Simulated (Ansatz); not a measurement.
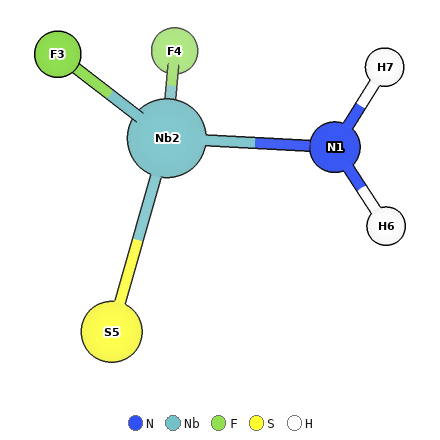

The system is F₂H₂NNbS, SMILES [NH2][Nb]([F])([F])=[S]; the picture shows the reference structure. Coordinates scanned: (1) bond length N1–H7; (2) angle H7–N1–H6. Nothing is relaxed (all other coordinates rigid). The scan uses an 11 × 11 grid. Energies: kcal/mol, counted from the relaxed molecule at the same level. Theory: Ansatz, RKS PBE0-D4/def2-SVP.

Its coordinates:

```json
{"atom": "N", "x (Å)": "-0.8162", "y (Å)": "0.6063", "z (Å)": "0.6007"}
{"atom": "Nb", "x (Å)": "0.5028", "y (Å)": "-0.4392", "z (Å)": "-0.3534"}
{"atom": "F", "x (Å)": "1.7016", "y (Å)": "-1.1855", "z (Å)": "0.8649"}
{"atom": "F", "x (Å)": "-0.3531", "y (Å)": "-1.7903", "z (Å)": "-1.3128"}
{"atom": "S", "x (Å)": "1.4680", "y (Å)": "0.9567", "z (Å)": "-1.6518"}
{"atom": "H", "x (Å)": "-1.0114", "y (Å)": "1.5995", "z (Å)": "0.5090"}
{"atom": "H", "x (Å)": "-1.4307", "y (Å)": "0.1848", "z (Å)": "1.2976"}
```

Range: bond length N1–H7 from 0.857 to 1.326 Å; angle H7–N1–H6 from 85.5 to 135.5°.

**Predict the map.**

The lowest grid point is at bond length N1–H7 = 0.998 Å, angle H7–N1–H6 = 110.5°, 0.27 kcal/mol from the relaxed molecule at the same level. It is the only kind of minimum in the scanned range. The highest grid point, bond length N1–H7 = 1.326 Å, angle H7–N1–H6 = 135.5°, lies 36.1 kcal/mol above the lowest. Round the minimum the two coordinates are nearly uncoupled.

```
angle H7–N1–H6 ↓, bond length N1–H7 →  0.857  0.904  0.951  0.998  1.045  1.092  1.139  1.186  1.233  1.279  1.326
                                135.5   29.5   18.8   12.7   10.2   10.2   12.2   15.6   20.0   25.1   30.5   36.4
                                130.5   25.9   15.1    9.1    6.6    6.6    8.7   12.1   16.5   21.7   27.2   33.1
                                125.5   23.1   12.4    6.3    3.8    3.9    5.9    9.4   13.8   19.0   24.5   30.5
                                120.5   21.2   10.4    4.4    1.8    1.9    3.9    7.4   11.9   17.0   22.6   28.5
                                115.5   20.1    9.3    3.2    0.7    0.7    2.7    6.2   10.6   15.8   21.4   27.3
                                110.5   19.8    9.0    2.9    0.3    0.3    2.3    5.7   10.1   15.3   20.9   26.8
                                105.5   20.4    9.5    3.3    0.7    0.7    2.6    6.0   10.4   15.6   21.1   27.0
                                100.5   21.8   10.9    4.6    1.9    1.9    3.8    7.1   11.5   16.6   22.0   27.9
                                 95.5   24.1   13.1    6.8    4.0    3.9    5.7    9.0   13.3   18.3   23.7   29.5
                                 90.5   27.3   16.2    9.8    7.0    6.8    8.5   11.7   15.9   20.8   26.1   31.9
                                 85.5   31.4   20.3   13.8   10.8   10.5   12.1   15.2   19.3   24.1   29.3   35.0
```

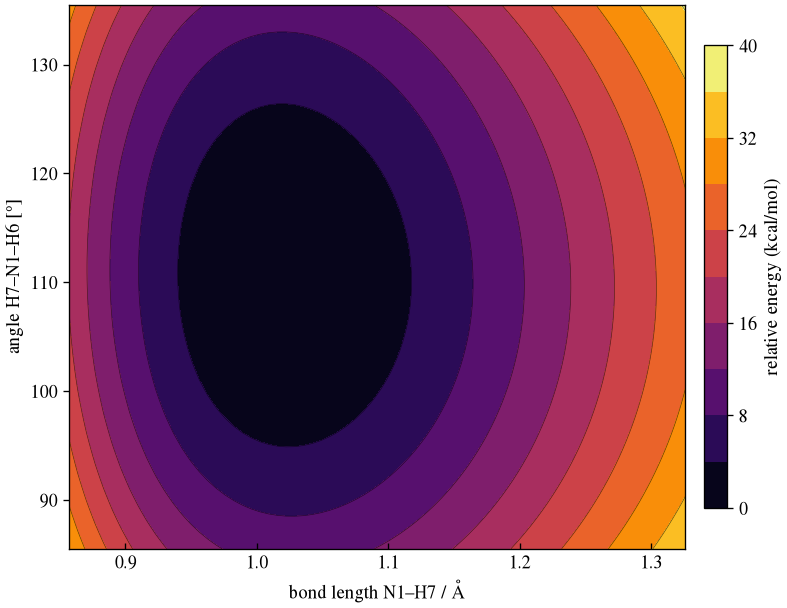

In the figure: filled contours. Between grid points the surface is interpolated.

Each point was launched as `ansatz run input.yaml --threads 1 --pin off --max-ram 2560MiB --backend cpu --events-out ev --progress --plain --runs-dir out`. The whole map (121 points run) took 11 min on 1 thread of Arm Neoverse V2, on a shared host.
